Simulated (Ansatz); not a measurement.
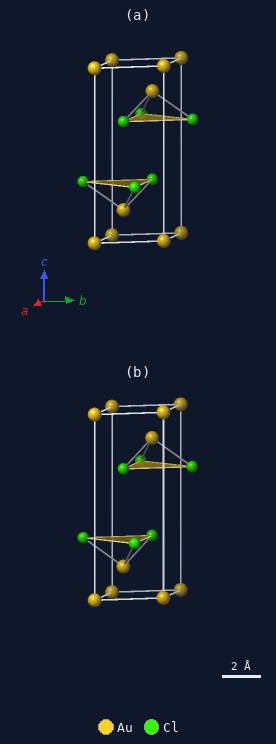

The structure of solid Au$_{3}$Cl$_{2}$ (built on the A-type sesquioxide_164 type) before (top) and after (bottom) a relaxation, at one scale.

Style: polyhedral. Shown: the cell of the calculation, slightly off an axis.

Case: A-type sesquioxide type (P-3m1, No. 164).

Level of theory: DFT PBE, scalar-relativistic, plane waves, PAW (Ansatz 0.2.0). Set-up: plane-wave cutoff 420 eV; k-point mesh 12 × 12 × 4; occupations gaussian; smearing width 0.1 eV; no spin polarisation; cell and atoms relaxed; force threshold 0.01 eV/Å; at most 80 steps.

Describe what moved and what it gained.

The energy falls by 7.9 meV per cell of the calculation in 5 accepted moves (6 points after the start). Largest force component: 0.0098 eV/Å at the start, 0.00052 eV/Å at the end. Pressure: 0.05 GPa at the start and 0.00 GPa at the end. The SCF was repeated once at an unchanged geometry on a basis and grid sized afresh for the cell, which shifted the energy by 0.9 meV per cell of the calculation at most. The largest moves relative to the cell, 0.14 Å, are those of Cl atoms. Largest moves by element: Cl 0.14 Å, Au 0.07 Å. The volume changes by +4.5 %, with a = b 3.810 → 3.782 Å (−0.7 %), c 9.324 → 9.889 Å (+6.1 %). The space group stays P-3m1 (No. 164).
